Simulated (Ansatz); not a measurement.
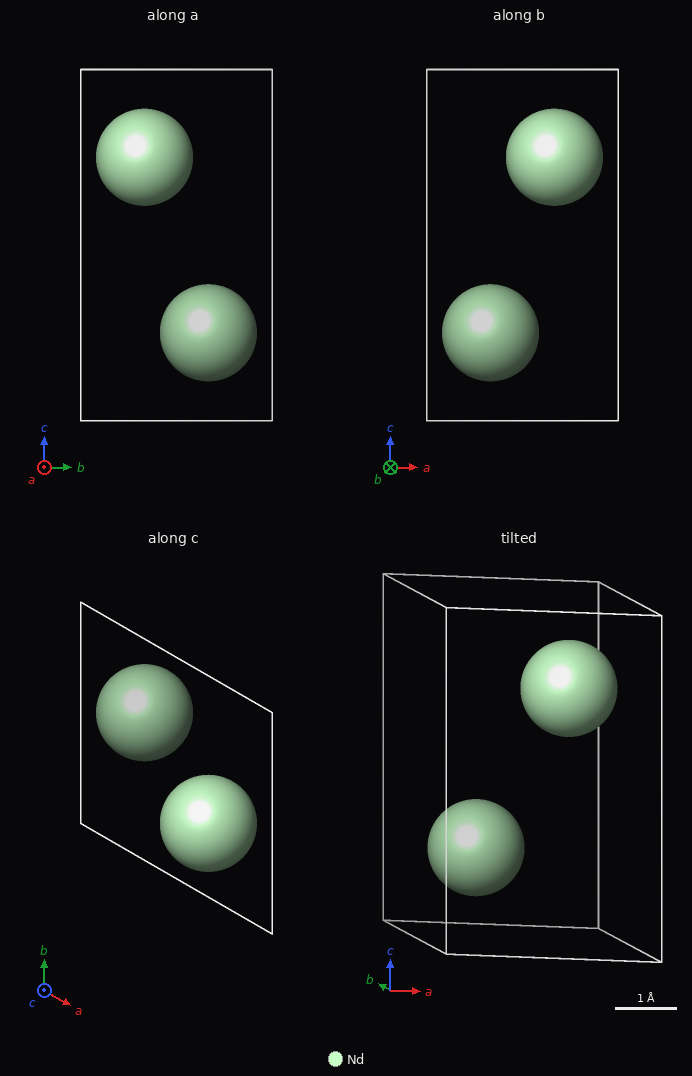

An orthographic spheres-only view of the structure, along the a axis, along the b axis, along the c axis and slightly off an axis. The parallelepiped is the conventional unit cell.

Lattice parameters: a = 3.687 Å, b = 3.687 Å, c = 5.850 Å, α = 90.00°, β = 90.00°, γ = 120.00°. Put a along x and b in the xy plane.

**Express the structure as a POSCAR file.**

```
Nd
1.0
     3.687    0.000    0.000
    -1.844    3.193    0.000
     0.000    0.000    5.850
Nd
2
Direct
  0.3333 0.6667 0.2500
  0.6667 0.3333 0.7500
```

The model was built from a structure type filled with this element by a generator (whether the element takes this form wasn't checked). Earlier steps of the study may have refined or changed the cell and positions. It was set up as input for a calculation with Ansatz.
